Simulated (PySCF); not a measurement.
## Electronic structure of C4H5O3S (SMILES CC#CCS(=O)(=O)[O-]) (charge −1) in real space

```xyz
13

C    -2.6278    0.4933    0.6350
C    -1.3561   -0.0151    0.1528
C    -0.2969   -0.4237   -0.2381
C     0.9841   -0.8613   -0.6686
S     2.2565    0.2306    0.1442
O     3.5166   -0.3119   -0.3658
O     2.0694    0.0367    1.5774
O     1.9609    1.5772   -0.3305
H    -3.1468    1.0304   -0.1615
H    -3.2640   -0.3270    0.9758
H    -2.4612    1.1788    1.4669
H     1.1401   -0.7358   -1.7360
H     1.2208   -1.8717   -0.3480
```

Geometry: GFN2-xTB, NEB image 0 of 0 to 8.

Level of theory: PySCF, PBE0/pcSseg-1, SCF density, gas phase, non-relativistic.

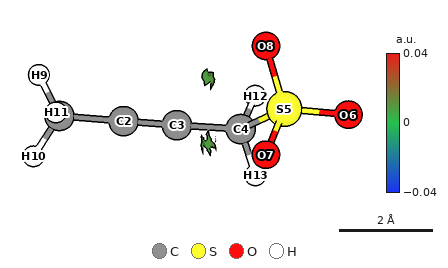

Figure 1. Non-covalent interaction (NCI) plot: the surface where the reduced density gradient is 0.6, for densities under 0.05 a.u., coloured by sign(λ₂)ρ; seen from one side.

**What holds or crowds the atoms apart from the covalent bonds?**

Between C3 and C4 on one side and S5 and O7 on the other: a weak contact (green); between C3 and C4 on one side and S5 and O8 on the other: a weak contact (green).

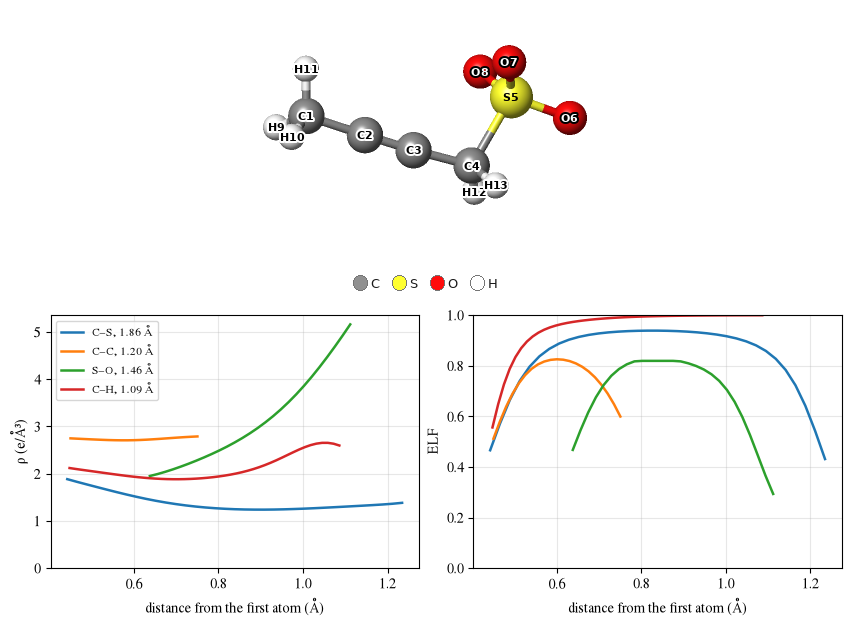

Figure 2. Total electron density and ELF along straight lines between neighbouring atoms. The curves leave out the atomic cores. The structure is drawn too.

**Compare the contacts.**

C–S (1.86 Å): the density is about 1.2 e/Å³ at the midpoint; the ELF peaks at about 0.95 between the atoms: a covalent bond.
C–C (1.20 Å): ρ is about 2.7 e/Å³ halfway; the ELF peaks at about 0.85 between the atoms (a short, multiple covalent bond).
S–O (1.46 Å): ρ at the midpoint is about 2.2 e/Å³; the ELF peaks at about 0.80 between the atoms (a short, strongly polar bond).
C–H (1.09 Å): ρ is about 2 e/Å³ halfway; the ELF climbs to about 1 towards the hydrogen, as it does in any bond to H: an ordinary covalent bond to hydrogen.
